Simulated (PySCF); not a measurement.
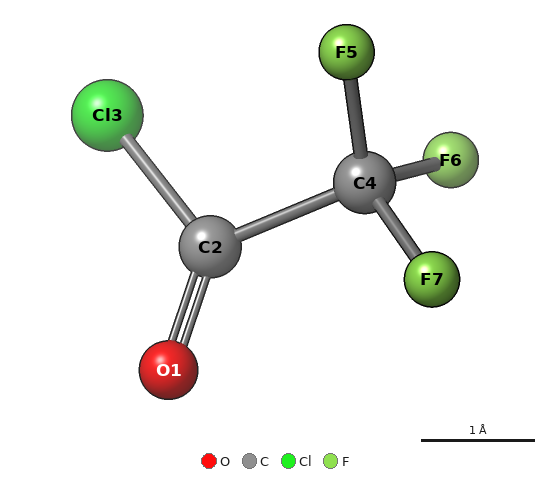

Orthographic view. Distant atoms are faded towards the background colour. The geometry was computed by an optimisation with PBE0-D3(BJ)/def2-SVP. No frequency run is at hand to confirm it as a minimum.

Write a MOL file (V2000) with the atoms in numerical order, bonds sorted by atom number with the orders drawn, and coordinates in the frame of the picture: x right, y up, z towards the viewer, origin at the mean position.

```
C2ClF3O
                    3D

  7  6  0  0  0  0  0  0  0  0999 V2000
   -1.1400   -1.5000    0.0400 O   0  0  0  0  0  0  0  0  0  0  0  0
   -0.7700   -0.4100   -0.2100 C   0  0  0  0  0  0  0  0  0  0  0  0
   -1.6800    0.7600   -1.1400 Cl  0  0  0  0  0  0  0  0  0  0  0  0
    0.6000    0.1600    0.2300 C   0  0  0  0  0  0  0  0  0  0  0  0
    0.4400    1.3200    0.8700 F   0  0  0  0  0  0  0  0  0  0  0  0
    1.3600    0.3600   -0.8300 F   0  0  0  0  0  0  0  0  0  0  0  0
    1.1900   -0.6900    1.0400 F   0  0  0  0  0  0  0  0  0  0  0  0
  1  2  2  0
  2  3  1  0
  2  4  1  0
  4  5  1  0
  4  6  1  0
  4  7  1  0
M  END
```
